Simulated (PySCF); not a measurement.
## Geometry relaxation, with input and output: SnNH5 (part 1 of 5)

System: SnNH5, SMILES [NH2][SnH3].
Method: HF/def2-SVP, RHF, core potentials def2-svp (PySCF 2.14.0).

The geometry comes from this level: PBE0-D4/def2-TZVP. Figures and captions count atoms from 1; the log counts them from 0 in places.

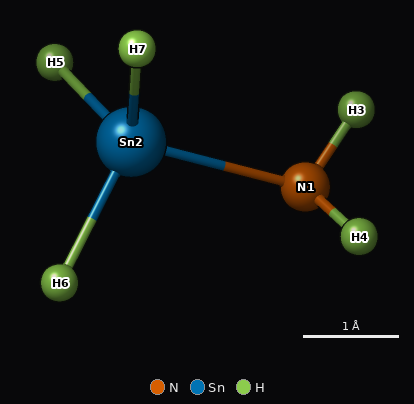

Figure 1. The starting structure (ball-and-stick view, seen at a tilt; atoms are numbered from 1 in the order of the input). Sticks mark near contacts. Bond lengths as drawn: H–N 1.01 Å, H–Sn 1.70 to 1.72 Å and N–Sn 2.03 Å.

### The input (calc.py)
```python
from pyscf import gto
from pyscf.geomopt.geometric_solver import kernel as optimise

molecule = gto.Mole()
molecule.atom = '''
N     -0.499600    -1.183300     0.116600
Sn     0.136800     0.730400    -0.135600
H     -0.001800    -1.844500    -0.466500
H     -0.413700    -1.504900     1.072700
H     -0.115800     1.092800    -1.781700
H     -0.836300     1.684400     0.888000
H      1.791700     0.957100     0.260900
'''
molecule.basis = 'def2-svp'
molecule.max_memory = 1860
molecule.ecp = {'Sn': 'def2-svp'}
molecule.spin = 0
molecule.verbose = 3
molecule.build()

mf = molecule.RHF()
mf = mf.density_fit(auxbasis='sto-3g')
mf.conv_tol = 1e-10
converged, mol_eq = optimise(mf, maxsteps=60, convergence_set='GAU_TIGHT')
print('converged:', converged)
print(mol_eq.tostring())

mf.reset(mol_eq)
molecule = mol_eq
mf.kernel()
if not mf.converged:
    mf = mf.newton().run(mf.mo_coeff, mf.mo_occ)
e_tot = mf.e_tot
print('E(%s) = %.9f' % ('HF', e_tot))
```

Run on 1 thread of Arm Neoverse V1, 24 GiB of memory available, shared host.

Launch command:
```bash
OMP_NUM_THREADS=1 python calc.py
```

### Log
```
#|     Arguments passed to driver run_optimizer():      |#
convergence_set           GAU_TIGHT
customengine              <pyscf.geomopt.geometric_solver.PySCFEngine object>
maxiter                   60
----------------------------------------------------------
Custom engine selected.
Bonds will be generated from interatomic distances less than 1.20 times sum of covalent radii
21 internal coordinates being used (instead of 21 Cartesians)
Internal coordinate system (atoms numbered from 1):
Distance 1-2
Distance 1-3
Distance 1-4
Distance 2-5
Distance 2-6
Distance 2-7
Angle 2-1-3
Angle 2-1-4
Angle 3-1-4
Angle 1-2-5
Angle 1-2-6
Angle 1-2-7
Angle 5-2-6
Angle 5-2-7
Angle 6-2-7
Dihedral 3-1-2-5
Dihedral 3-1-2-6
Dihedral 3-1-2-7
Dihedral 4-1-2-5
Dihedral 4-1-2-6
Dihedral 4-1-2-7
Translation-X 1-7
Translation-Y 1-7
Translation-Z 1-7
Rotation-A 1-7
Rotation-B 1-7
Rotation-C 1-7
<class 'geometric.internal.Distance'> : 6
<class 'geometric.internal.Angle'> : 9
<class 'geometric.internal.Dihedral'> : 6
<class 'geometric.internal.TranslationX'> : 1
<class 'geometric.internal.TranslationY'> : 1
<class 'geometric.internal.TranslationZ'> : 1
<class 'geometric.internal.RotationA'> : 1
<class 'geometric.internal.RotationB'> : 1
<class 'geometric.internal.RotationC'> : 1
> ===== Optimization Info: ====
> Job type: Energy minimization
> Maximum number of optimization cycles: 60
> Initial / maximum trust radius (Angstrom): 0.100 / 0.300
> Convergence Criteria:
> Will converge when all 5 criteria are reached:
>  |Delta-E| < 1.00e-06
>  RMS-Grad  < 1.00e-05
>  Max-Grad  < 1.50e-05
>  RMS-Disp  < 4.00e-05
>  Max-Disp  < 6.00e-05
> === End Optimization Info ===

Geometry optimization cycle 1
Cartesian coordinates (Angstrom)
 Atom        New coordinates             dX        dY        dZ
   N  -0.499600  -1.183300   0.116600    0.000000  0.000000  0.000000
  Sn   0.136800   0.730400  -0.135600    0.000000  0.000000  0.000000
   H  -0.001800  -1.844500  -0.466500    0.000000  0.000000  0.000000
   H  -0.413700  -1.504900   1.072700    0.000000  0.000000  0.000000
   H  -0.115800   1.092800  -1.781700    0.000000  0.000000  0.000000
   H  -0.836300   1.684400   0.888000    0.000000  0.000000  0.000000
   H   1.791700   0.957100   0.260900   -0.000000  0.000000  0.000000

WARN: Mole.unit (angstrom) is changed to Bohr

converged SCF energy = -269.782367734486
--------------- DFRHF_Scanner gradients ---------------
         x                y                z
0 N     0.0390004405    -0.0144293094     0.0136606614
1 Sn     0.0030857624     0.0217620203    -0.0039868776
2 H    -0.0196505423     0.0260144508     0.0155563088
3 H    -0.0069509513     0.0155695009    -0.0318777444
4 H     0.0044029691    -0.0104377434     0.0446747698
5 H     0.0241950298    -0.0267201737    -0.0287275234
6 H    -0.0440827082    -0.0117587455    -0.0092995945
----------------------------------------------
cycle 1: E = -269.782367734  dE = -269.782  norm(grad) = 0.106974
Step    0 : Gradient = 4.043e-02/4.656e-02 (rms/max) Energy = -269.7823677345
Hessian Eigenvalues: 2.30000e-02 4.85385e-02 5.00000e-02 ... 1.60000e-01 4.55696e-01 4.55748e-01

Geometry optimization cycle 2
Cartesian coordinates (Angstrom)
 Atom        New coordinates             dX        dY        dZ
   N  -0.533665  -1.239157   0.119765   -0.034065 -0.055857  0.003165
  Sn   0.142838   0.733891  -0.134692    0.006038  0.003491  0.000908
   H  -0.018794  -1.932333  -0.472298   -0.016994 -0.087833 -0.005798
   H  -0.440640  -1.584769   1.103640   -0.026940 -0.079869  0.030940
   H  -0.114535   1.135136  -1.901929    0.001265  0.042336 -0.120229
   H  -0.888406   1.770917   0.966004   -0.052106  0.086517  0.078004
   H   1.914502   1.048314   0.273911    0.122802  0.091214  0.013011
converged SCF energy = -269.806229250438
--------------- DFRHF_Scanner gradients ---------------
         x                y                z
0 N     0.0134893903    -0.0067032860     0.0050994100
1 Sn     0.0002922845     0.0124988955    -0.0026848039
2 H    -0.0046399309     0.0029807631    -0.0025615353
3 H    -0.0049416645     0.0032506065    -0.0013796834
4 H    -0.0005973401    -0.0019180269     0.0071844613
5 H     0.0027182983    -0.0046613641    -0.0051546461
6 H    -0.0063210376    -0.0054475881    -0.0005032026
----------------------------------------------
cycle 2: E = -269.80622925  dE = -0.0238615  norm(grad) = 0.0259135
Step    1 : Displace = 1.046e-01/1.535e-01 (rms/max) Trust = 1.000e-01 (=) Grad = 9.794e-03/1.590e-02 (rms/max) E (change) = -269.8062292504 (-2.386e-02) Quality = 0.779
Hessian Eigenvalues: 2.30000e-02 4.80329e-02 5.00000e-02 ... 1.79717e-01 4.44915e-01 4.55722e-01

Geometry optimization cycle 3
Cartesian coordinates (Angstrom)
 Atom        New coordinates             dX        dY        dZ
   N  -0.578633  -1.249986   0.110046   -0.044969 -0.010830 -0.009719
  Sn   0.144423   0.705906  -0.128023    0.001585 -0.027985  0.006669
   H  -0.023889  -1.941033  -0.454911   -0.005095 -0.008700  0.017387
   H  -0.438007  -1.600319   1.090835    0.002633 -0.015550 -0.012804
   H  -0.093513   1.130629  -1.922418    0.021022 -0.004507 -0.020489
   H  -0.880209   1.777433   0.993959    0.008197  0.006516  0.027955
   H   1.931129   1.109370   0.264912    0.016627  0.061056 -0.008999
converged SCF energy = -269.808391808543
--------------- DFRHF_Scanner gradients ---------------
         x                y                z
0 N     0.0048119858     0.0025993704     0.0007166404
1 Sn    -0.0006283466     0.0017416712    -0.0005553057
2 H    -0.0014685809    -0.0001858041     0.0008567365
3 H    -0.0008759982    -0.0006521301    -0.0012972789
4 H    -0.0013159097    -0.0003681220     0.0006951453
5 H    -0.0008617874    -0.0007583899    -0.0010317910
6 H     0.0003386370    -0.0023765955     0.0006158535
----------------------------------------------
cycle 3: E = -269.808391809  dE = -0.00216256  norm(grad) = 0.00713007
Step    2 : Displace = 3.730e-02/6.373e-02 (rms/max) Trust = 1.414e-01 (+) Grad = 2.695e-03/5.516e-03 (rms/max) E (change) = -269.8083918085 (-2.163e-03) Quality = 1.276
Hessian Eigenvalues: 2.29999e-02 4.08161e-02 5.00000e-02 ... 1.92161e-01 4.43443e-01 4.55722e-01

Geometry optimization cycle 4
Cartesian coordinates (Angstrom)
 Atom        New coordinates             dX        dY        dZ
   N  -0.609593  -1.270970   0.106313   -0.030960 -0.020984 -0.003733
  Sn   0.143960   0.687536  -0.124020   -0.000463 -0.018370  0.004003
   H  -0.029285  -1.950499  -0.452673   -0.005396 -0.009466  0.002238
   H  -0.443048  -1.610708   1.090085   -0.005041 -0.010390 -0.000750
   H  -0.064343   1.128254  -1.927003    0.029170 -0.002375 -0.004585
   H  -0.856994   1.780535   1.012550    0.023216  0.003102  0.018591
   H   1.920603   1.167853   0.249149   -0.010525  0.058483 -0.015763
converged SCF energy = -269.808895393505
--------------- DFRHF_Scanner gradients ---------------
         x                y                z
0 N    -0.0016781869     0.0011500653    -0.0007041133
1 Sn     0.0013452416     0.0003023997     0.0002901050
2 H     0.0008469633    -0.0010322807    -0.0000293039
3 H     0.0006247605    -0.0008355444     0.0008411264
4 H    -0.0011187057     0.0003207268    -0.0011360117
5 H    -0.0014957084     0.0006143846     0.0002263625
6 H     0.0014756357    -0.0005197514     0.0005118349
----------------------------------------------
cycle 4: E = -269.808895394  dE = -0.000503585  norm(grad) = 0.00426851
Step    3 : Displace = 3.289e-02/6.086e-02 (rms/max) Trust = 2.000e-01 (+) Grad = 1.613e-03/2.153e-03 (rms/max) E (change) = -269.8088953935 (-5.036e-04) Quality = 1.181
Hessian Eigenvalues: 2.29998e-02 4.00737e-02 5.00000e-02 ... 1.94420e-01 4.55720e-01 4.56345e-01

Geometry optimization cycle 5
Cartesian coordinates (Angstrom)
 Atom        New coordinates             dX        dY        dZ
   N  -0.616407  -1.277751   0.105936   -0.006814 -0.006781 -0.000377
  Sn   0.139548   0.679815  -0.123427   -0.004412 -0.007721  0.000593
   H  -0.033503  -1.953445  -0.453825   -0.004218 -0.002946 -0.001153
   H  -0.447835  -1.613639   1.090011   -0.004787 -0.002931 -0.000074
   H  -0.045605   1.123828  -1.926315    0.018738 -0.004426  0.000689
   H  -0.840604   1.778575   1.022778    0.016390 -0.001960  0.010228
   H   1.905706   1.194617   0.239242   -0.014897  0.026764 -0.009907
converged SCF energy = -269.809026581211
--------------- DFRHF_Scanner gradients ---------------
         x                y                z
0 N    -0.0019832108    -0.0000946548    -0.0005107376
1 Sn     0.0015076532    -0.0000121439     0.0004034474
2 H     0.0008367510    -0.0004439520    -0.0001839754
3 H     0.0006000978    -0.0002372589     0.0007236938
4 H    -0.0007067091     0.0003802005    -0.0008652346
5 H    -0.0010000909     0.0006058557     0.0001902332
6 H     0.0007455088    -0.0001980467     0.0002425732
----------------------------------------------
cycle 5: E = -269.809026581  dE = -0.000131188  norm(grad) = 0.00345832
Step    4 : Displace = 1.697e-02/3.179e-02 (rms/max) Trust = 2.828e-01 (+) Grad = 1.307e-03/2.050e-03 (rms/max) E (change) = -269.8090265812 (-1.312e-04) Quality = 1.510
Hessian Eigenvalues: 2.29994e-02 3.17276e-02 4.73911e-02 ... 1.83361e-01 4.40273e-01 4.55722e-01

Geometry optimization cycle 6
Cartesian coordinates (Angstrom)
 Atom        New coordinates             dX        dY        dZ
   N  -0.618214  -1.281529   0.106230   -0.001807 -0.003778  0.000293
  Sn   0.133069   0.673723  -0.123684   -0.006479 -0.006092 -0.000257
   H  -0.041782  -1.958298  -0.456216   -0.008278 -0.004853 -0.002390
   H  -0.457006  -1.618469   1.089627   -0.009171 -0.004830 -0.000385
   H  -0.021638   1.114901  -1.924781    0.023967 -0.008926  0.001534
   H  -0.819587   1.773048   1.036603    0.021017 -0.005527  0.013825
   H   1.886458   1.228624   0.226622   -0.019248  0.034006 -0.012620
converged SCF energy = -269.809115528329
--------------- DFRHF_Scanner gradients ---------------
         x                y                z
0 N    -0.0008021748    -0.0008568324    -0.0000282299
1 Sn     0.0004937910    -0.0001002641     0.0001531156
2 H     0.0003036155     0.0002074127    -0.0000935138
3 H     0.0002430644     0.0002688277     0.0001401052
4 H    -0.0000666564     0.0002921632     0.0000154758
5 H    -0.0000279980     0.0002447375    -0.0001559871
6 H    -0.0001436416    -0.0000560447    -0.0000309659
----------------------------------------------
cycle 6: E = -269.809115528  dE = -8.89471e-05  norm(grad) = 0.00146645
Step    5 : Displace = 2.174e-02/4.063e-02 (rms/max) Trust = 3.000e-01 (+) Grad = 5.543e-04/1.174e-03 (rms/max) E (change) = -269.8091155283 (-8.895e-05) Quality = 1.153
Hessian Eigenvalues: 2.29998e-02 2.73699e-02 4.56910e-02 ... 1.93730e-01 4.40131e-01 4.55722e-01

Geometry optimization cycle 7
Cartesian coordinates (Angstrom)
 Atom        New coordinates             dX        dY        dZ
   N  -0.616116  -1.279216   0.106276    0.002098  0.002313  0.000046
  Sn   0.133344   0.674379  -0.123680    0.000275  0.000656  0.000004
   H  -0.045844  -1.959519  -0.457542   -0.004062 -0.001221 -0.001326
   H  -0.461351  -1.619771   1.089095   -0.004345 -0.001301 -0.000531
   H  -0.017015   1.109118  -1.925477    0.004623 -0.005784 -0.000695
   H  -0.816335   1.768932   1.041608    0.003252 -0.004116  0.005005
   H   1.884617   1.238077   0.224119   -0.001841  0.009453 -0.002503
converged SCF energy = -269.809130988599
--------------- DFRHF_Scanner gradients ---------------
         x                y                z
0 N    -0.0001951683    -0.0004908272     0.0000507046
1 Sn    -0.0001137474    -0.0002496048     0.0000245207
2 H     0.0001138349     0.0002032828    -0.0000075289
3 H     0.0001174332     0.0002128676    -0.0000149041
4 H     0.0000555210     0.0002408309     0.0001878108
5 H     0.0001560607     0.0001419088    -0.0002118393
6 H    -0.0001339342    -0.0000584581    -0.0000287638
----------------------------------------------
cycle 7: E = -269.809130989  dE = -1.54603e-05  norm(grad) = 0.000824006
Step    6 : Displace = 6.068e-03/1.001e-02 (rms/max) Trust = 3.000e-01 (=) Grad = 3.114e-04/5.306e-04 (rms/max) E (change) = -269.8091309886 (-1.546e-05) Quality = 1.553
Hessian Eigenvalues: 1.78781e-02 2.30043e-02 4.01399e-02 ... 1.93067e-01 4.45177e-01 4.55722e-01

Geometry optimization cycle 8
Cartesian coordinates (Angstrom)
 Atom        New coordinates             dX        dY        dZ
   N  -0.612305  -1.273234   0.105991    0.003812  0.005983 -0.000285
  Sn   0.137765   0.677490  -0.123006    0.004421  0.003110  0.000674
   H  -0.054211  -1.960939  -0.460431   -0.008367 -0.001420 -0.002889
   H  -0.470165  -1.621510   1.087666   -0.008813 -0.001739 -0.001429
   H  -0.011604   1.095730  -1.927986    0.005411 -0.013387 -0.002509
   H  -0.813865   1.759247   1.051324    0.002470 -0.009685  0.009716
   H   1.885683   1.255215   0.220841    0.001066  0.017138 -0.003278
converged SCF energy = -269.809150659568
--------------- DFRHF_Scanner gradients ---------------
         x                y                z
0 N     0.0004844526     0.0001046270     0.0000956006
1 Sn    -0.0007925515    -0.0003981471    -0.0001222310
2 H    -0.0000954206     0.0000791742     0.0000960032
3 H    -0.0000306315     0.0000408507    -0.0001442723
4 H     0.0001473759     0.0001574524     0.0002257232
5 H     0.0002454464     0.0000584761    -0.0001638292
6 H     0.0000413287    -0.0000424333     0.0000130056
----------------------------------------------
cycle 8: E = -269.80915066  dE = -1.9671e-05  norm(grad) = 0.00113844
Step    7 : Displace = 1.170e-02/1.773e-02 (rms/max) Trust = 3.000e-01 (=) Grad = 4.303e-04/8.953e-04 (rms/max) E (change) = -269.8091506596 (-1.967e-05) Quality = 1.375
Hessian Eigenvalues: 1.31594e-02 2.30111e-02 3.82723e-02 ... 2.07938e-01 4.45597e-01 4.55722e-01

Geometry optimization cycle 9
Cartesian coordinates (Angstrom)
 Atom        New coordinates             dX        dY        dZ
   N  -0.610138  -1.267599   0.105372    0.002167  0.005634 -0.000619
  Sn   0.144521   0.680857  -0.121739    0.006756  0.003367  0.001266
   H  -0.061708  -1.961113  -0.463308   -0.007497 -0.000174 -0.002878
   H  -0.477966  -1.622166   1.086129   -0.007802 -0.000657 -0.001537
   H  -0.008725   1.082333  -1.930371    0.002879 -0.013398 -0.002386
   H  -0.813517   1.749407   1.059680    0.000347 -0.009840  0.008357
   H   1.888832   1.270282   0.218637    0.003149  0.015067 -0.002204
converged SCF energy = -269.809162615095
--------------- DFRHF_Scanner gradients ---------------
         x                y                z
0 N     0.0006010539     0.0003305374     0.0000718840
1 Sn    -0.0008318427    -0.0003418519    -0.0001433501
2 H    -0.0001413479    -0.0000286031     0.0000903840
3 H    -0.0000872117    -0.0000553169    -0.0001169120
4 H     0.0001319771     0.0000805131     0.0001167045
5 H     0.0001706163     0.0000271684    -0.0000541427
6 H     0.0001567550    -0.0000124471     0.0000354322
----------------------------------------------
cycle 9: E = -269.809162615  dE = -1.19555e-05  norm(grad) = 0.00120609
Step    8 : Displace = 1.086e-02/1.582e-02 (rms/max) Trust = 3.000e-01 (=) Grad = 4.559e-04/9.107e-04 (rms/max) E (change) = -269.8091626151 (-1.196e-05) Quality = 1.395
Hessian Eigenvalues: 1.22325e-02 2.30329e-02 3.63287e-02 ... 1.88562e-01 4.42562e-01 4.55722e-01

Geometry optimization cycle 10
Cartesian coordinates (Angstrom)
 Atom        New coordinates             dX        dY        dZ
   N  -0.609889  -1.263835   0.104686    0.000249  0.003765 -0.000686
  Sn   0.150908   0.683269  -0.120354    0.006387  0.002412  0.001386
   H  -0.066545  -1.960295  -0.465436   -0.004837  0.000818 -0.002127
   H  -0.482844  -1.622018   1.084895   -0.004877  0.000148 -0.001235
   H  -0.008085   1.072508  -1.931684    0.000640 -0.009825 -0.001313
   H  -0.814244   1.742247   1.064664   -0.000727 -0.007161  0.004983
   H   1.891999   1.280125   0.217630    0.003166  0.009843 -0.001008
converged SCF energy = -269.809168572459
--------------- DFRHF_Scanner gradients ---------------
         x                y                z
0 N     0.0003257785     0.0002174145     0.0000186879
1 Sn    -0.0004086895    -0.0001311791    -0.0000760927
2 H    -0.0000796471    -0.0000626961     0.0000317612
3 H    -0.0000672952    -0.0000522409    -0.0000252744
4 H     0.0000566857     0.0000196565     0.0000000631
5 H     0.0000404505     0.0000068424     0.0000272029
6 H     0.0001327172     0.0000022026     0.0000236519
----------------------------------------------
cycle 10: E = -269.809168572  dE = -5.95736e-06  norm(grad) = 0.000622218
Step    9 : Displace = 7.560e-03/1.059e-02 (rms/max) Trust = 3.000e-01 (=) Grad = 2.352e-04/4.359e-04 (rms/max) E (change) = -269.8091685725 (-5.957e-06) Quality = 1.242
Hessian Eigenvalues: 1.41279e-02 2.30262e-02 3.51177e-02 ... 1.78226e-01 4.42615e-01 4.55722e-01

Geometry optimization cycle 11
Cartesian coordinates (Angstrom)
 Atom        New coordinates             dX        dY        dZ
   N  -0.610743  -1.263464   0.104453   -0.000854  0.000370 -0.000234
  Sn   0.152706   0.683504  -0.119785    0.001798  0.000236  0.000569
   H  -0.067007  -1.959550  -0.465873   -0.000462  0.000745 -0.000437
   H  -0.483085  -1.621854   1.084570   -0.000241  0.000164 -0.000324
   H  -0.008683   1.070722  -1.931554   -0.000598 -0.001786  0.000130
   H  -0.814662   1.741311   1.064791   -0.000418 -0.000935  0.000128
   H   1.892773   1.281331   0.217798    0.000774  0.001206  0.000168
converged SCF energy = -269.809169705019
--------------- DFRHF_Scanner gradients ---------------
         x                y                z
0 N     0.0000716001     0.0000458845    -0.0000137358
1 Sn    -0.0000848228    -0.0000128405    -0.0000163239
2 H    -0.0000167338    -0.0000312134     0.0000083876
3 H    -0.0000211504    -0.0000049100     0.0000127129
4 H     0.0000126055     0.0000075014    -0.0000179147
5 H    -0.0000101323    -0.0000040130     0.0000266966
6 H     0.0000486336    -0.0000004090     0.0000001773
```
